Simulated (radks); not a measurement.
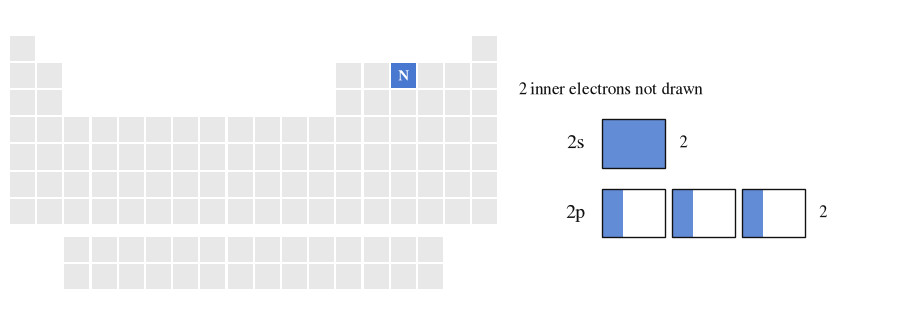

Left, the place of nitrogen in the periodic table; right, the outer shells as the input fills them: a box for each of the 2l + 1 orbitals, shaded by the share of the shell that is filled, with the electron count at the right.

# Atomic calculation, with input and output: N⁺

N⁺ (Z = 7, 6 electrons) in the configuration [He] 2s2 2p2 (high spin). Computed at this level: scalar-relativistic Kohn-Sham, PBE, spin-polarised, spherical densities, finite nucleus (the in-house radial solver radks).

## The input
```
Z 7
configuration [He] 2s2 2p2
relativity scalar-relativistic
functional pbe,pbe
spin polarised
nucleus finite rms 2.5582 fm
c 137.035999084
threshold 0.1
max_iterations 86
```

Energies in input and log are in hartree, lengths in bohr (the nuclear radius in fm).

Hardware: 1 thread of Arm Neoverse N1, 40 GiB of memory available, shared host.

The run was one of a batch that the task file lists, launched with:
```bash
python <driver script> task.json out
```

## The program's output
```
1s      1   1.0000         -14.76223552
2s      1   1.0000          -1.24309735
2p      1   2.0000          -0.80965903
1s      2   1.0000         -14.71503287
2s      2   1.0000          -1.10491693
2p      2   0.0000          -0.67563418
Etot -54.02006501225138
Ekin 53.94460365867422
Encl -124.04225995514544
Eh 22.344115046575066
Exc -6.266523762355221
err 5.500334257588688e-06
it 8
```

## Outcome

```tsv
quantity	value
outcome	converged
total energy	−54.020065 hartree
kinetic energy	53.944604 hartree
electron–nucleus energy	−124.042260 hartree
Hartree energy	22.344115 hartree
exchange–correlation energy	−6.266524 hartree
radius at density 0.001 e/bohr³	3.00 bohr
SCF iterations	8
```

## What is odd here

A numerical setting was moved from its usual value: convergence threshold tolx = 0.1. The program ran to the end, and its total energy equals that of the same run with the usual input (−54.02007 hartree) within 10⁻⁵ hartree, so the oddity leaves no trace in it.
